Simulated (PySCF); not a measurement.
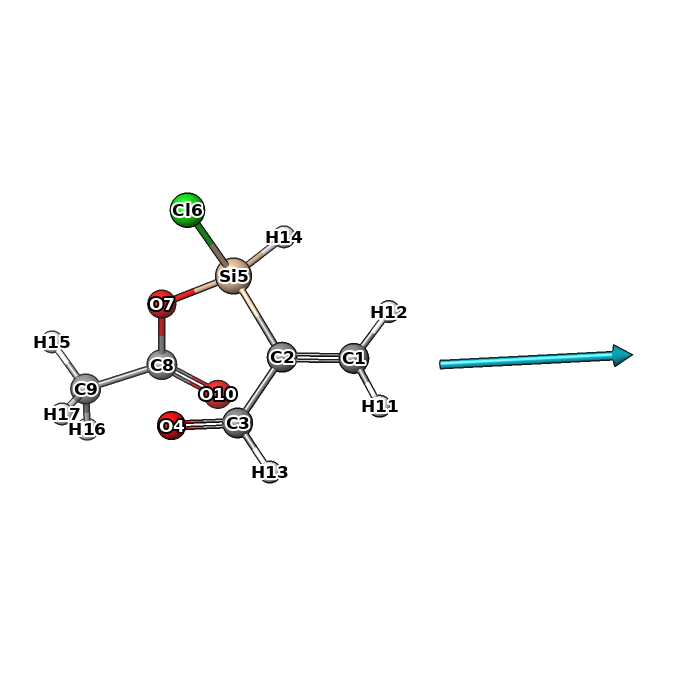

The arrow beside the molecule shows the direction of the dipole moment, from the negative to the positive end (its length means nothing). The geometry was computed by an optimisation with GFN2-xTB. No frequency run is at hand to confirm it as a minimum. Method: PBE0/pcSseg-1, gas phase (PySCF 2.14.0).

How large is the dipole moment?

2.02 D; it points from the side of H15 to the side of H11, H12 (the outermost atoms at the two ends).

The geometry is semi-empirical. Around Si such bond lengths and angles can be off by a tenth of an ångström or more and by several degrees, and values that hang on the shape move with them.
